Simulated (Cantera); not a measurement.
Charge: 1 mol FeS, 0.79 mol H2S, 2.6 mol CO2, equilibrated at 730000 Pa.

Method: chemical equilibrium by Gibbs-energy minimisation in Cantera with the NASA 1993 tables (ideal gas, pure condensed phases). Candidate condensed phases: C, C6H6, C7H8, C8H18, Fe, Fe(CO)5, FeO, Fe(OH)2, Fe(OH)3, FeS, FeSO4, FeS2, Fe2O3, Fe2(SO4)3, Fe3O4, H2O, H2SO4, S; 127 gas species. FeS: taken at fixed stoichiometry. Gases not in the tables: S3 to S7. Kinetics and transport are ignored.

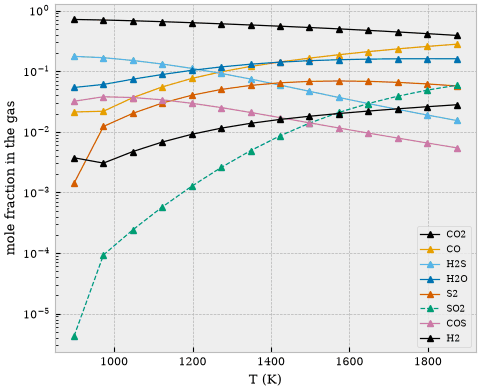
Equilibrium gas composition (values under 1e-9 drawn at 1e-9)

Read off the mole fractions at 1873 K.

CO2 about 0.39, CO about 0.28, H2O about 0.16, SO2 about 0.059, S2 about 0.057, H2 about 0.028, H2S about 0.015, COS about 0.0054.
